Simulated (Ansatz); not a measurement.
Consider C$_{2}$HF$_{2}$In.

Input

```
crystal:
  periodic: [false, false, false]
  atoms:
    - {symbol: C, position_ang: [1.637014, -0.238996, 1.171877]}
    - {symbol: C, position_ang: [0.654669, -0.095564, 0.468547]}
    - {symbol: F, position_ang: [-2.415353, -1.172553, -0.929143]}
    - {symbol: F, position_ang: [-1.378479, 1.726323, -1.786824]}
    - {symbol: In, position_ang: [-1.004417, 0.146740, -0.718892]}
    - {symbol: H, position_ang: [2.506575, -0.365950, 1.794435]}
basis:
  gaussian: {orbitals: def2-TZVPD}
output: {forces: true, orbitals: {seedname: orbitals}}
hamiltonian: {xc: pbe0}
magnetization: {spin_polarized: false, initial_magnetization: 0}
```

Run with:

```sh
ansatz run input.yaml --threads 2 --pin off --max-ram 5220MiB --events-out events.jsonl --progress --plain --runs-dir runs
```

Geometry: PBE0-D4/def2-SVP; core potentials replace the inner electrons of In.

Computed with isolated molecule in a Gaussian basis; Kohn-Sham density functional theory, functional PBE0 in Ansatz 0.2.0.

### What will maps of the electron density and electron localisation function show?

C–C (1.22 Å): ρ at the midpoint is about 2.8 e/Å³; the ELF peaks at about 0.85 between the atoms: a multiple bond.
In–F (1.94 Å): ρ at the midpoint is about 0.81 e/Å³; the ELF peaks at about 0.80 in the valence shell of F, 0.5 Å from its nucleus, and drops to about 0.15 between the two atoms.
C–In (2.05 Å): ρ is about 0.77 e/Å³ halfway; the ELF peaks at about 0.90 in the valence shell of C, 0.7 Å from its nucleus, and drops to about 0.20 between the two atoms.
C–H (1.08 Å): the density is about 2.1 e/Å³ at the midpoint; the ELF climbs to about 1 towards the hydrogen, as it does in any bond to H: an ordinary covalent bond to hydrogen.

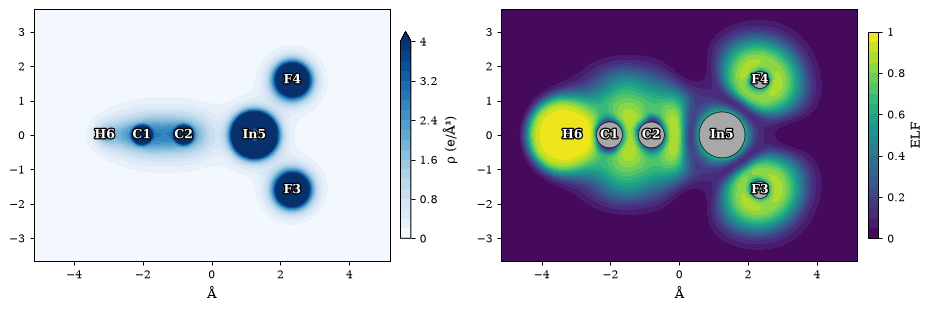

Computed electron density and electron localisation function on the molecular plane, in this order. Grey discs cover the atomic cores in the ELF map. 
